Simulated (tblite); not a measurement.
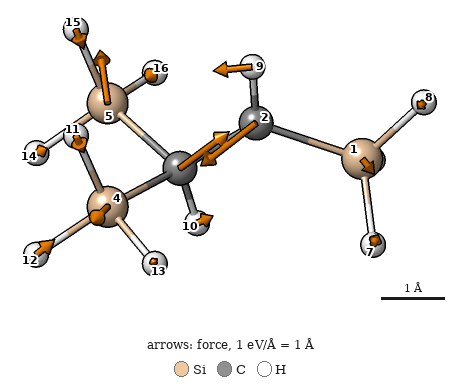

Starting geometry of C₂H₁₁Si₃ (multiplicity 2) with the computed forces as orange arrows. A ball-and-stick model, seen from a free direction.

Theory: GFN2-xTB geometry optimisation, gas phase in tblite 0.8.0. 

Is this structure relaxed? If not, where do the atoms go?

Answer. It isn't relaxed: the largest force vector, on a C atom, is 1.26 eV/Å. The final displacements have little in common with the starting forces (cosine between the two patterns 0.29). The largest move after the best rigid fit is that of an H atom, 0.27 Å. Largest moves by element: H 0.27 Å, C 0.14 Å, Si 0.12 Å. Among the contacts that change: C–C 1.505 → 1.460 Å, C–Si 1.894 → 1.919 Å, H–Si 1.486 → 1.463 Å, C–Si 1.835 → 1.844 Å. Among the angles between lasting bonds that change: Si–C–Si 102.8° → 112.0°, C–C–H 122.6° → 115.8°, C–C–Si 114.9° → 109.4°. After 33 geometry steps the energy has fallen by 19.4 kJ/mol. Cost: 0.23 s on 1 thread of Arm Neoverse V1 (shared host).
